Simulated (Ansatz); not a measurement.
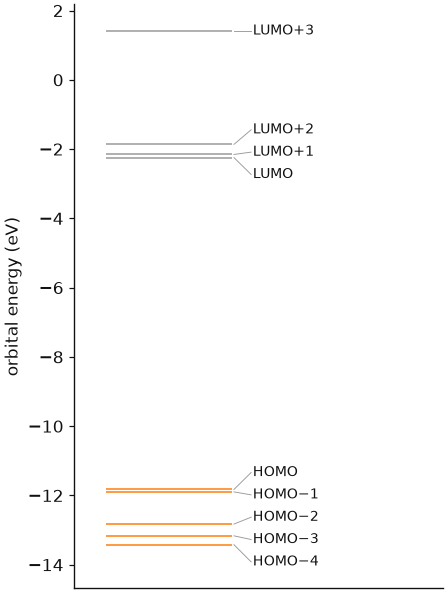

Kohn-Sham orbital energies near the frontier, LC-wPBE/def2-TZVPP with the Ansatz code, at a PBE0-D4/def2-TZVP geometry (a minimum by its frequencies), isolated molecule; empty levels in grey, levels within 0.03 eV side by side.

### Which molecule has this level scheme?
A. C₂H₅Cl₃HfSe, SMILES CC[Se][Hf]([Cl])([Cl])[Cl], singlet
B. C₃H₉ClGeOSe, SMILES C[O][Ge@@]([CH3])([Cl])[Se]C, singlet
C. CH₄BrFHfO, SMILES [CH3][Hf@@]([OH])([F])[Br], singlet
D. CH₄ClF₃MoO₂, SMILES C[O][Mo]([OH])([F])([F])([F])[Cl], singlet

D. HOMO −11.83 eV, LUMO −2.25 eV, separation 9.58 eV.

Caveats: core potentials past krypton; empty levels above zero depend strongly on the basis.
